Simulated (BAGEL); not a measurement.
# C3H9As (trimethylarsine), step by step

We compute the energy (HF/cc-pVDZ), then a single-point energy (NEVPT2(2,2)/cc-pVDZ) of C3H9As (trimethylarsine). 

The calculation is run with BAGEL 1.2.2.

## 1. The molecule

The species is C3H9As (13 atoms), meant as a singlet with charge 0. As SMILES, `C[As](C)C`. The C4–H12 distance was set to 2.509 Å, away from the relaxed value. At this shape a bond of the SMILES string is far longer than usual.

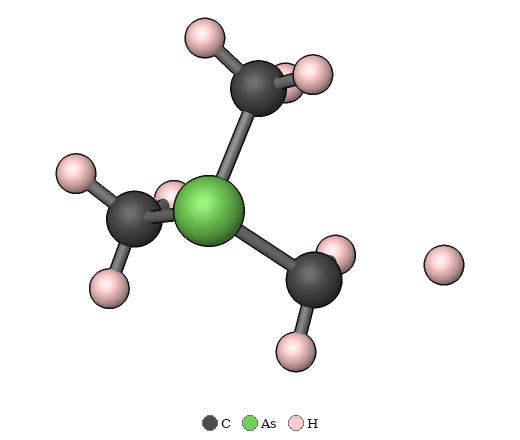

Viewed from a chosen angle; carbon dark grey, arsenic green, hydrogen pink.

## 2. The energy at HF/cc-pVDZ (density fitting with svp-jkfit) (run 1)

The input, job.json:

```json
{ "bagel" : [

{
  "title" : "molecule",
  "basis" : "cc-pvdz.json",
  "df_basis" : "svp-jkfit",
  "geometry" : [
    { "atom" : "C", "xyz" : [  0.63098333,  2.99826782,  0.68307741 ] },
    { "atom" : "As", "xyz" : [  2.85602246,  0.03406231,  0.45899369 ] },
    { "atom" : "C", "xyz" : [  4.38658724,  0.36397070,  3.82589983 ] },
    { "atom" : "C", "xyz" : [  0.30976769, -2.51083186,  1.36872674 ] },
    { "atom" : "H", "xyz" : [  1.76701109,  4.71508400,  0.57116783 ] },
    { "atom" : "H", "xyz" : [ -0.43368837,  2.99904260,  2.45067054 ] },
    { "atom" : "H", "xyz" : [ -0.68430384,  2.98668379, -0.90453820 ] },
    { "atom" : "H", "xyz" : [  2.94421598,  0.62764419,  5.27777641 ] },
    { "atom" : "H", "xyz" : [  5.47752613, -1.33336241,  4.24963312 ] },
    { "atom" : "H", "xyz" : [  5.66870972,  1.97847711,  3.83810746 ] },
    { "atom" : "H", "xyz" : [  1.24038221, -4.32096272,  1.69742570 ] },
    { "atom" : "H", "xyz" : [ -2.74180363, -3.03378522, -2.22292263 ] },
    { "atom" : "H", "xyz" : [ -0.72387471, -1.95725549,  3.06668346 ] }
  ]
},
{
  "title" : "hf"
},
{
  "title" : "print",
  "file" : "orbitals.molden",
  "orbitals" : true
}

]}
```

The basis set cc-pVDZ is read from a file made from the Basis Set Exchange's data (not shown).

Launch:

```bash
$ BAGEL_NUM_THREADS=1 BAGEL job.json > job.out
```

What it wrote:

```text
* using 1 threads per process

  ===============================================================
  ===============================================================

  *** Geometry ***

  { "atom" : "C", "xyz" : [      0.630983,      2.998268,      0.683077 ] },
  { "atom" : "As", "xyz" : [      2.856022,      0.034062,      0.458994 ] },
  { "atom" : "C", "xyz" : [      4.386587,      0.363971,      3.825900 ] },
  { "atom" : "C", "xyz" : [      0.309768,     -2.510832,      1.368727 ] },
  { "atom" : "H", "xyz" : [      1.767011,      4.715084,      0.571168 ] },
  { "atom" : "H", "xyz" : [     -0.433688,      2.999043,      2.450671 ] },
  { "atom" : "H", "xyz" : [     -0.684304,      2.986684,     -0.904538 ] },
  { "atom" : "H", "xyz" : [      2.944216,      0.627644,      5.277776 ] },
  { "atom" : "H", "xyz" : [      5.477526,     -1.333362,      4.249633 ] },
  { "atom" : "H", "xyz" : [      5.668710,      1.978477,      3.838107 ] },
  { "atom" : "H", "xyz" : [      1.240382,     -4.320963,      1.697426 ] },
  { "atom" : "H", "xyz" : [     -2.741804,     -3.033785,     -2.222923 ] },
  { "atom" : "H", "xyz" : [     -0.723875,     -1.957255,      3.066683 ] },

  Number of auxiliary basis functions:      653

  Since a DF basis is specified, we compute 2- and 3-index integrals:
    o Being stored without compression. Storage requirement is 0.068 GB

  Number of basis functions:      114
  Number of electrons      :       60

    * METHOD: MOLECULE                             0.96

  *** RHF ***

  === Nuclear Repulsion ===
   286.4032803063

      * DIIS with orbital gradients will be used.

  === RHF iteration (cc-pvdz.json) ===
      0      -2352.53464234          0.01355364           0.30
      1      -2352.70756261          0.00923274           0.29
      2      -2352.79267631          0.00185710           0.29
      3      -2352.79775874          0.00091031           0.29
      4      -2352.79885604          0.00014994           0.29
      5      -2352.79891462          0.00005769           0.29
      6      -2352.79892447          0.00002300           0.29
      7      -2352.79892622          0.00000495           0.29
      8      -2352.79892627          0.00000179           0.29
      9      -2352.79892628          0.00000070           0.29
     10      -2352.79892628          0.00000032           0.29
     11      -2352.79892628          0.00000014           0.29
     12      -2352.79892628          0.00000006           0.29
     13      -2352.79892628          0.00000003           0.29
     14      -2352.79892628          0.00000001           0.29
     15      -2352.79892628          0.00000001           0.29
    * SCF iteration converged.

    * Permanent dipole moment:
           (   -0.607772,    -0.412093,    -1.124533) a.u.

    * METHOD: HF                                   5.26

    * METHOD: PRINT                                0.05

  ===============================================================
```

Wall time 6.6 s (1 thread of Arm Neoverse N1, shared host); peak memory 0.23 GiB.

## 3. The energy at NEVPT2(2,2)/cc-pVDZ (density fitting with svp-jkfit) (run 2)

The input, calc.json:

```json
{ "bagel": [

{
  "title": "molecule",
  "basis": "cc-pvdz.json",
  "df_basis": "svp-jkfit",
  "angstrom": false,
  "geometry": [
    { "atom": "C", "xyz": [     0.63098333,     2.99826782,     0.68307741 ] },
    { "atom": "As", "xyz": [     2.85602246,     0.03406231,     0.45899369 ] },
    { "atom": "C", "xyz": [     4.38658724,     0.36397070,     3.82589983 ] },
    { "atom": "C", "xyz": [     0.30976769,    -2.51083186,     1.36872674 ] },
    { "atom": "H", "xyz": [     1.76701109,     4.71508400,     0.57116783 ] },
    { "atom": "H", "xyz": [    -0.43368837,     2.99904260,     2.45067054 ] },
    { "atom": "H", "xyz": [    -0.68430384,     2.98668379,    -0.90453820 ] },
    { "atom": "H", "xyz": [     2.94421598,     0.62764419,     5.27777641 ] },
    { "atom": "H", "xyz": [     5.47752613,    -1.33336241,     4.24963312 ] },
    { "atom": "H", "xyz": [     5.66870972,     1.97847711,     3.83810746 ] },
    { "atom": "H", "xyz": [     1.24038221,    -4.32096272,     1.69742570 ] },
    { "atom": "H", "xyz": [    -2.74180363,    -3.03378522,    -2.22292263 ] },
    { "atom": "H", "xyz": [    -0.72387471,    -1.95725549,     3.06668346 ] }
  ]
},

{ "title": "hf" },

{ "title": "casscf", "nstate": 1, "nact": 2, "nclosed": 29, "active": [30, 31], "maxiter": 200, "natocc": true },

{ "title": "nevpt2", "nstate": 1, "nact": 2, "nclosed": 29, "active": [30, 31], "maxiter": 200, "natocc": true, "ncore": 12 },

{ "title": "print", "file": "orbitals.molden", "orbitals": true }

]}
```

The basis set cc-pVDZ is read from a file made from the Basis Set Exchange's data (not shown).

Launch:

```bash
$ BAGEL_NUM_THREADS=1 BAGEL calc.json > calc.out
```

What it wrote:

```text
* using 1 threads per process

  ===============================================================
  ===============================================================

  *** Geometry ***

  { "atom" : "C", "xyz" : [      0.630983,      2.998268,      0.683077 ] },
  { "atom" : "As", "xyz" : [      2.856022,      0.034062,      0.458994 ] },
  { "atom" : "C", "xyz" : [      4.386587,      0.363971,      3.825900 ] },
[... 9 lines of this table left out ...]
  { "atom" : "H", "xyz" : [     -0.723875,     -1.957255,      3.066683 ] },

  Number of auxiliary basis functions:      653

  Since a DF basis is specified, we compute 2- and 3-index integrals:
    o Being stored without compression. Storage requirement is 0.068 GB

  Number of basis functions:      114
  Number of electrons      :       60

    * METHOD: MOLECULE                             0.97

  *** RHF ***

[... 11 lines left out ...]
    * SCF iteration converged.
[... 1 line left out ...]
    * Permanent dipole moment:
[... 27 lines left out ...]
    * Second-order optimization converged. *

     guess   0:   closed 1.                   open ..

  === FCI iteration ===

      0  0     -2352.78569654     9.15e-02      0.00
      1  0     -2352.88262235     1.70e-02      0.00
      2  0 *   -2352.88568560     5.58e-16      0.00

     * ci vector, state   0, <S^2> = 0.0000
       2.     0.8767051926
       .2    -0.4810280713

    * METHOD: CASSCF                              16.51

    * freezing 12 orbitals

  === DF-NEVPT2 calculation ===

    * 3-index integral transformation done
    * assembly done

      NEVPT2 correlation energy:   -0.5464114662      0.79

          (+0)     -0.4989701166
          (+0)'    -0.0092594140
          (+1)     -0.0083668654
          (+1)'    -0.0000000000
          (+2)     -0.0001914513
          (-1)     -0.0286803120
          (-1)'     0.0000000000
          (-2)     -0.0009433069

      NEVPT2 total energy:       -2353.4320970652

    * METHOD: NEVPT2                               1.33

    * METHOD: PRINT                                0.05

  ===============================================================
```

It took 24 s on 1 thread of Arm Neoverse N1, shared host; peak memory 0.23 GiB.

## 4. Results

```
                                quantity           value
         run 1, HF/cc-pVDZ: total energy  -2352.79893 Eh
        run 1, HF/cc-pVDZ: dipole moment          3.41 D
          run 1, HF/cc-pVDZ: HOMO energy        -8.57 eV
          run 1, HF/cc-pVDZ: LUMO energy         0.11 eV
        run 1, HF/cc-pVDZ: HOMO–LUMO gap         8.68 eV
run 2, NEVPT2(2,2)/cc-pVDZ: total energy  -2353.43210 Eh
```

**Reading.** One bond (run 1, HF/cc-pVDZ) is far stretched, which a spin-restricted single reference describes badly; a broken-symmetry solution may lie lower.
